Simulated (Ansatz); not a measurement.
# C2H5BOSi: the cost of one run

Computed with Ansatz 0.2.0, Gaussian basis. Level: the settings change from run to run.

1 further run of the same task is left out (it didn't finish).

## 1. The relaxed structure

The geometry comes from an earlier relaxation with PBE0-D4 in a triple-zeta def2 set; it is a stationary point, not always the lowest conformer.

SMILES `BOC1=C[SiH2]1`, 10 atoms, charge 0, spin multiplicity 1.

Atoms are counted from 1 here; the program's logs count them from 0.

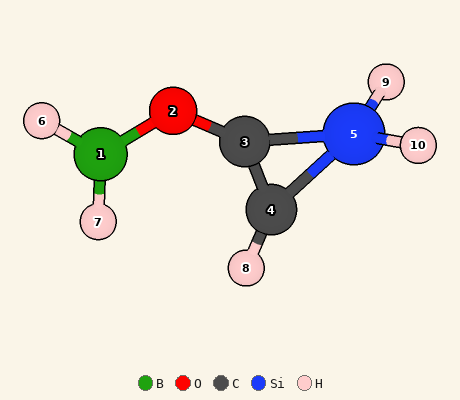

The geometry (boron green, oxygen red, carbon dark grey, silicon blue, hydrogen pink); atoms are numbered from 1 in the order of the file.

## 2. r2SCAN0/pcseg-2

Set apart from the defaults: multiplicity 3, atoms shaken by 0.03 Å, a point charge of -1.00 e beside it.

File in.yaml:

```yaml
crystal:
  periodic: [false, false, false]
  atoms:
    - {symbol: B, position_ang: [-1.788649, 1.155886, 0.377889]}
    - {symbol: O, position_ang: [-0.475003, 1.293323, 0.049754]}
    - {symbol: C, position_ang: [0.318074, 0.144928, -0.099882]}
    - {symbol: C, position_ang: [0.130751, -1.153265, -0.038067]}
    - {symbol: Si, position_ang: [1.874663, -0.586244, -0.405524]}
    - {symbol: H, position_ang: [-2.300650, 2.250617, 0.499969]}
    - {symbol: H, position_ang: [-2.327404, 0.115542, 0.558384]}
    - {symbol: H, position_ang: [-0.653782, -1.877523, 0.173502]}
    - {symbol: H, position_ang: [2.409857, -0.744589, -1.778016]}
    - {symbol: H, position_ang: [2.906520, -0.662839, 0.581121]}
basis:
  gaussian: {orbitals: pcseg-2, point_charges: [{charge: -1.00, position_ang: [5.529, 0.294, -0.709]}]}
magnetization: {spin_polarized: true, initial_magnetization: 2}
hamiltonian: {xc: {name: r2SCAN0}}
output: {forces: true}
```

Launch:

```
$ ansatz run in.yaml --threads 2 --pin off --events-out ev --progress --plain --max-ram 4352MiB
```

**Question.** How long does this run take on 2 threads of Arm Neoverse N1, shared host, and how much memory does it need?

About 49 s, with a peak of 0.7 GiB.
